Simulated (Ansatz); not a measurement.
Ge₂H₇NSe (SMILES [NH2][GeH2][Se][GeH3])

The calculation's input:

```
crystal:
  periodic: [false, false, false]
  atoms:
    - { symbol: "N", position_ang: [-1.2588, 1.5236, 0.4199] }
    - { symbol: Ge, position_ang: [-1.2698, 0.0304, -0.6964] }
    - { symbol: Se, position_ang: [0.7663, -0.095, -1.8762] }
    - { symbol: Ge, position_ang: [1.9096, -0.7114, 0.0895] }
    - { symbol: H, position_ang: [-0.5478, 1.34, 1.1622] }
    - { symbol: H, position_ang: [-2.1883, 1.5485, 0.8954] }
    - { symbol: H, position_ang: [-2.4375, 0.1575, -1.7074] }
    - { symbol: H, position_ang: [-1.4641, -1.252, 0.1525] }
    - { symbol: H, position_ang: [1.2158, -1.9414, 0.7287] }
    - { symbol: H, position_ang: [1.8983, 0.4705, 1.0919] }
    - { symbol: H, position_ang: [3.3763, -1.0706, -0.26] }
basis:
  gaussian:
    orbitals: def2-SVP
hamiltonian:
  xc: lda
output:
  orbitals: {}
  forces: true
```

Run with:

```sh
python ge2h7nse.py --basis def2-SVP
```

Not at a stationary point (largest force 0.6 eV/Å).

Computed with SCF LDA, Gaussian basis in Ansatz 0.2.0.

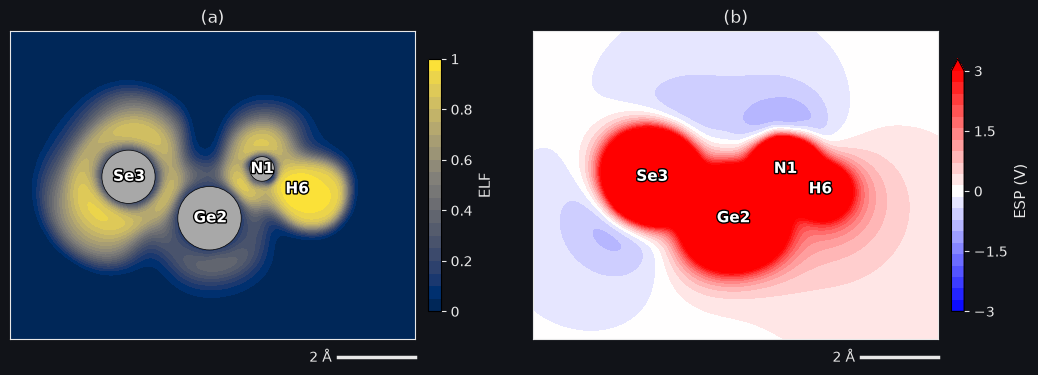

Figure 1. (a) electron localisation function; (b) electrostatic potential on the plane of atoms Ge2, N1 and H6. Grey discs cover the atomic cores in the ELF map.

**Interpret the plot.**

The section cuts through N, Ge, Se and H sites. Ge–N (1.86 Å): the ELF peaks at about 0.85 in the valence shell of N, 0.7 Å from its nucleus, and is about 0.50 at the midpoint. Ge–Se (2.36 Å): the ELF peaks at about 0.80 in the valence shell of Se, 1.1 Å from its nucleus, and is about 0.75 at the midpoint. N–H (1.04 Å): the ELF climbs to about 1 towards the hydrogen, as it does in any bond to H (an ordinary covalent bond to hydrogen). The ELF also peaks beside Se3, away from the bonds: lone-pair regions. Outside the dense part of the molecule the potential is most negative (−1.0 V) near N1.

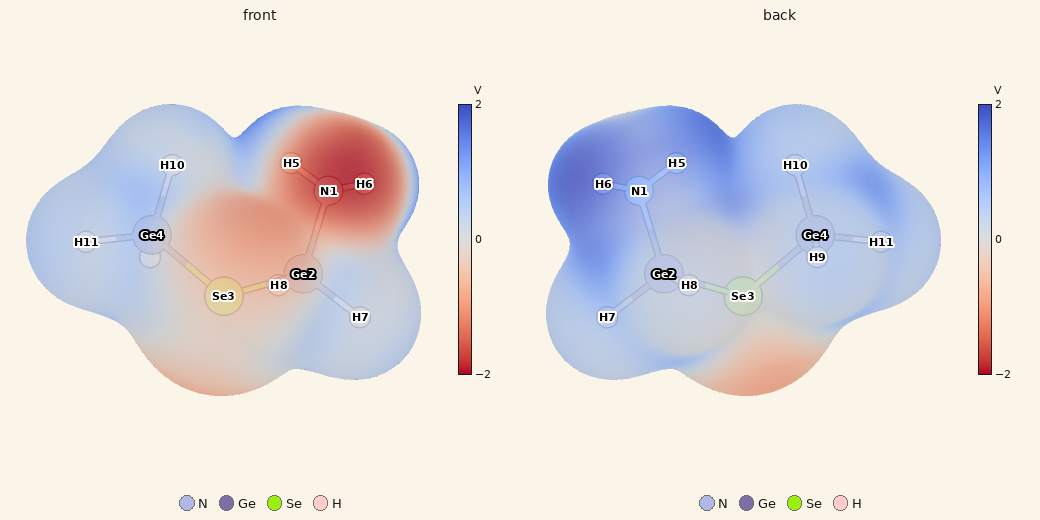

Figure 2. The molecular electrostatic potential painted on the density surface at 0.002 e/bohr³, seen from the front and from behind; the colour scale runs from red (negative) to blue (positive).

**Where is the surface potential most negative and most positive?**

The most negative region (about −1.8 V, or −42 kcal/mol for a unit charge) lies over N1, the most positive (about +1.6 V, or +37 kcal/mol for a unit charge) over H6. N1 is the likeliest acceptor of a hydrogen bond.

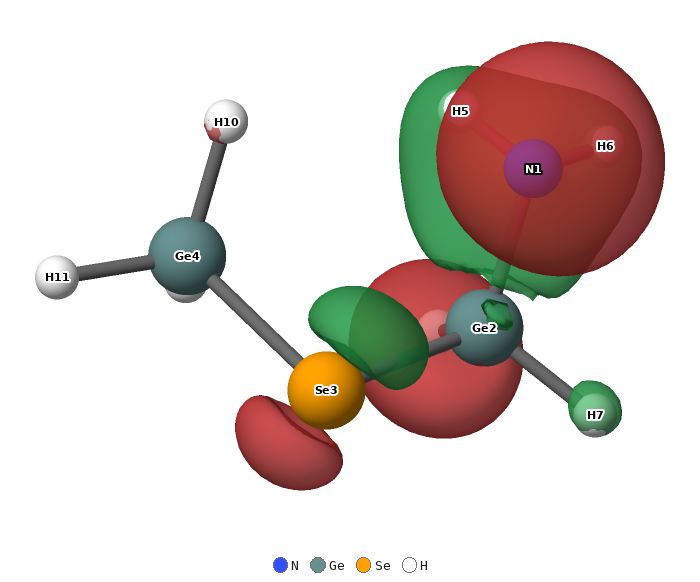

Figure 3. The HOMO−1 at ±0.08 Å⁻³ᐟ² (green and red are the two phases), seen across its widest extent.

**Describe this orbital and give its energy.**

By Hirshfeld shares it lies mainly on N1 (about 65 %), Ge2 (about 10 %) and H8 (about 5 %); largely a lone pair of N1. Its energy is −6.00 eV.
